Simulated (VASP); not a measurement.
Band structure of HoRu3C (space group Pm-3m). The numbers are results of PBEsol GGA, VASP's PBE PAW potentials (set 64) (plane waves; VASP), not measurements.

The run has a spin-polarised start.

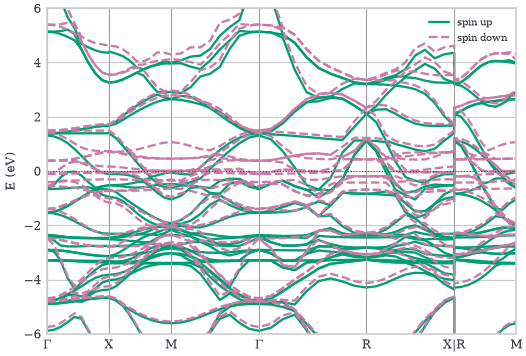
Fig. 1. Bands along high-symmetry lines, zero at the valence-band maximum or, without a gap, the Fermi level

Question: Read the plot: is there a gap, and where are the band edges?

Answer: It has no gap at this level: it comes out as a metal or semimetal.

The structure comes from a computed database's HoRu3C entry; how it stands against other phases isn't given here. The cell was not relaxed at this level.
